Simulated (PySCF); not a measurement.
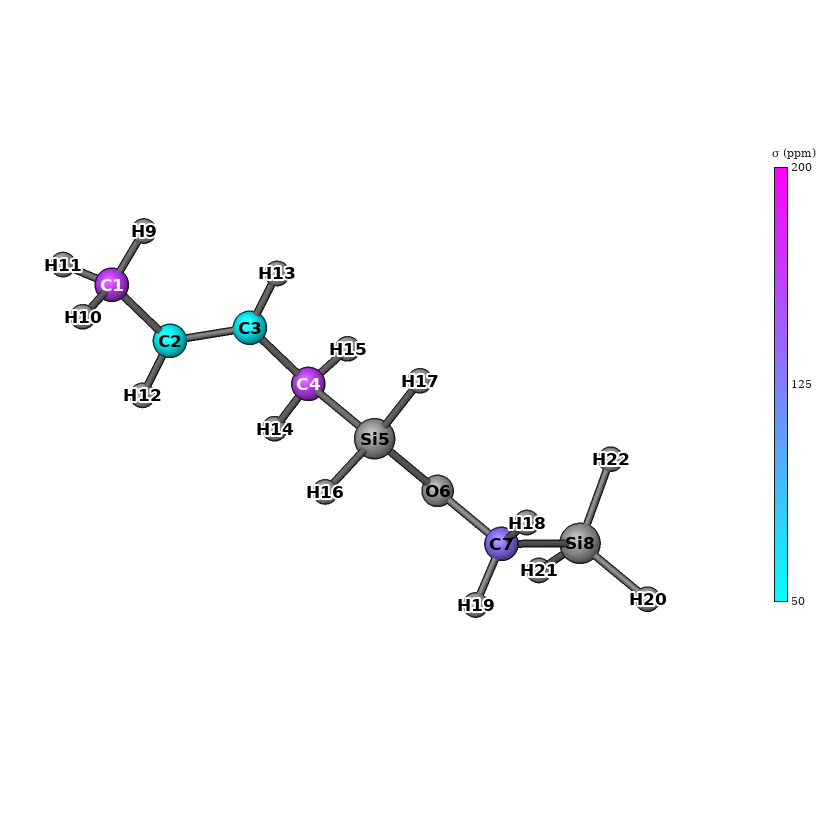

Atoms are coloured by their isotropic NMR shieldings (C only, the others grey). The computed structure is the end point of a GFN2-xTB optimisation. No frequency run is at hand to confirm it as a minimum. Properties computed with GIAO PBE0/pcSseg-1 NMR shielding, non-relativistic, gas phase (PySCF 2.14.0).

Give the isotropic NMR shieldings of the C atoms atom by atom.

| atom | σ (ppm) |
| --- | --- |
| C1 | 164.6 |
| C2 | 53.2 |
| C3 | 57.2 |
| C4 | 162.2 |
| C7 | 133.0 |

The geometry is semi-empirical. Around Si such bond lengths and angles can be off by a tenth of an ångström or more and by several degrees, and values that hang on the shape move with them.
